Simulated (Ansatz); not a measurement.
**One shape, several levels: singlet [HO2]−**

Wanted: a comparison of 6 runs (HF/STO-3G, BHLYP/STO-3G, PBE/STO-3G, revPBE/STO-3G, CCSDT/STO-3G, CCSDTQ/STO-3G) of singlet [HO2]−. 

The results are computed with Ansatz 0.2.0.

51 further runs of the same task are left out: 16 that didn't finish, 35 set aside as unsound or not needed.

### 1 The molecule

[HO2]− has 3 atoms, charge -1, and is taken as a singlet. As SMILES of the parent species, `[O]O`. The coordinates come from a GFN2-xTB relaxation. That shape belongs to the parent species and isn't relaxed for this state.

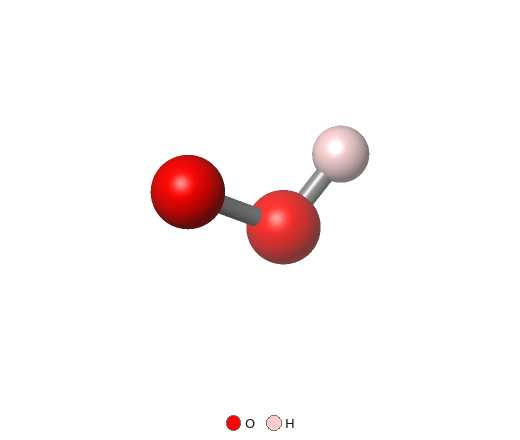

The structure, seen from a chosen angle (oxygen red, hydrogen pink).

### 2 A single-point energy at HF/STO-3G (run 1)

Contents of molecule.yaml:

```yaml
crystal:
  periodic: [false, false, false]
  atoms:
    - {symbol: O, position_ang: [-0.366460, 0.947510, -0.094170]}
    - {symbol: O, position_ang: [-0.239810, -0.346560, -0.168450]}
    - {symbol: H, position_ang: [0.606270, -0.600950, 0.262620]}
basis:
  gaussian: {orbitals: STO-3G}
total_charge: -1
hamiltonian: {xc: hf}
accuracy: high
```

On the command line:

```console
$ ansatz run molecule.yaml --threads 1 --pin off --max-ram 2610MiB --events-out events.jsonl --progress --plain --runs-dir runs
```

The log of the run:

```text
Warning: RAYON_NUM_THREADS=1 ignored (pool sized by the plan → 1); use --threads N
Functional definition: HF
  name "HF"
  exchange = exact_x
  correlation = 0
168 factors; integrals over basis functions are off by at most 3.9e-8 eV
mean field evaluation 1: about -4023.0123 eV, gradient 2.1e1 eV
mean field evaluation 2: about -4023.1544 eV, gradient 2.1e1 eV
mean field evaluation 4: about -4024.8708 eV, gradient 1.3e0 eV
mean field evaluation 8: about -4024.8778 eV, gradient 1.2e-3 eV
mean field -4024.87778524 eV, -147.9115304475 hartree, gradient 2.1e-8 eV, S^2 0.000000; 0 other end points of the search recorded, 0 dependent functions left out
reference -4024.87778524 eV, -147.9115304475 hartree; 9, 9 occupied and 2, 2 virtual orbitals, 168 factors
Total energy: -4024.87778524 eV, -147.9115304475 hartree
```

Run time: 0.06 s. Hardware: 1 thread of Arm Neoverse V2, shared host.

### 3 A single-point energy at BHLYP/STO-3G (run 2)

Contents of run.yaml:

```yaml
crystal:
  periodic: [false, false, false]
  atoms:
    - {symbol: O, position_ang: [-0.366460, 0.947510, -0.094170]}
    - {symbol: O, position_ang: [-0.239810, -0.346560, -0.168450]}
    - {symbol: H, position_ang: [0.606270, -0.600950, 0.262620]}
basis:
  gaussian: {orbitals: STO-3G}
hamiltonian: {xc: {name: BHLYP}}
accuracy: high
total_charge: -1
```

On the command line:

```console
$ ansatz run run.yaml --threads 1 --pin off --max-ram 2610MiB --events-out events.jsonl --progress --plain --runs-dir runs
```

The log of the run:

```text
Warning: RAYON_NUM_THREADS=1 ignored (pool sized by the plan → 1); use --threads N
Functional definition: BHLYP
  name "BHLYP"
  parameter a = 0.5
  exchange = (1 - a)*b88_x + a*exact_x
  correlation = lyp_c
168 factors; integrals over basis functions are off by at most 3.9e-8 eV
mean field evaluation 1: about -4040.0010 eV, gradient 2.2e1 eV
mean field evaluation 2: about -4041.2846 eV, gradient 1.1e1 eV
mean field evaluation 4: about -4041.6532 eV, gradient 1.8e-1 eV
mean field evaluation 8: about -4041.7250 eV, gradient 2.5e-3 eV
mean field evaluation 16: about -4041.7250 eV, gradient 9.8e-8 eV
mean field -4041.72497487 eV, -148.5306532468 hartree, gradient 9.8e-8 eV, S^2 0.000000; 0 other end points of the search recorded, 0 dependent functions left out
reference -4041.72498611 eV, -148.5306536601 hartree; 9, 9 occupied and 2, 2 virtual orbitals, 168 factors
Total energy: -4041.72498611 eV, -148.5306536601 hartree
```

Wall time 0.36 s (1 thread of Arm Neoverse V2, shared host).

Runs 3 to 5 aren't shown in full; the table further down has their settings and results.

### 4 The energy at CCSDTQ/STO-3G (run 6)

Edit run.yaml of step 3 so:

```diff
@@ -7,5 +7,10 @@
 basis:
-  gaussian: {orbitals: STO-3G}
-hamiltonian: {xc: {name: BHLYP}}
+  gaussian:
+    orbitals: STO-3G
+total_charge: -1
+correlation:
+  method: ccsdtq
+  frozen_orbitals: {H: 0, O: 1}
 accuracy: high
-total_charge: -1
+scf:
+  omitted_lower_state_checks: [cluster_reference, increment]
```

On the command line:

```console
$ ansatz run run.yaml --threads 1 --pin off --max-ram 2610MiB --events-out events.jsonl --progress --plain --runs-dir runs
```

The log of the run (excerpt; [...] marks lines left out):

```text
Warning: RAYON_NUM_THREADS=1 ignored (pool sized by the plan → 1); use --threads N
[... 2 set-up lines as earlier in the session ...]
[...]
168 factors; integrals over basis functions are off by at most 3.9e-8 eV
[...]
mean field -4024.87778524 eV, -147.9115304475 hartree, gradient 2.1e-8 eV, S^2 0.000000; 0 other end points of the search recorded, 0 dependent functions left out
2 core orbitals not correlated: weight in the atoms' cores, before any rotation towards them, 1.000 or more for the frozen orbitals, at most 0.000 for the correlated occupied ones
reference -4024.87778524 eV, -147.9115304475 hartree; 7, 7 occupied and 2, 2 virtual orbitals, 168 factors
second order -1.23488616 eV of doubles, -0.00000000 eV of singles
cycle   1  -1.54298171 eV  change   -3.1e-1 eV  update   4.3e-2
[...]
cycle  22  -1.73113939 eV  change   5.9e-10 eV  update  4.2e-10
Total energy: -4026.60892464 eV, -147.9751486468 hartree
Checks for a lower state left out: cluster_reference, increment
```

It took 1.6 s on 1 thread of Arm Neoverse V2, shared host.

### 5 Overview of the runs

| run | level | frozen core orbitals | energy (Eh) | wall time |
| --- | --- | --- | --- | --- |
| 1 | HF/STO-3G | – | -147.911530 | 0.06 s |
| 2 | BHLYP/STO-3G | – | -148.530654 | 0.36 s |
| 3 | PBE/STO-3G | – | -148.408562 | 0.38 s |
| 4 | revPBE/STO-3G | – | -148.532942 | 0.4 s |
| 5 | CCSDT/STO-3G | 2 | -147.975122 | 0.12 s |
| 6 | CCSDTQ/STO-3G | 2 | -147.975149 | 1.6 s |

### 6 What came out

| quantity | value |
| --- | --- |
| run 6: total energy | -147.97515 Eh |
| run 6: correlation energy (2 core orbitals frozen) | -63.6 mEh |
| run 6: T1 diagnostic | 0.010 |

**Reading.** Below the HF energy at the same shape and in the same basis (STO-3G): CCSDT -63.6 mEh; CCSDTQ -63.6 mEh. Totals of different functionals can't be ranked against each other. In runs 1, 2, 3, 4, 5, 6 the basis is minimal, so the values are rough. All runs together took 2.9 s, the longest 1.6 s.
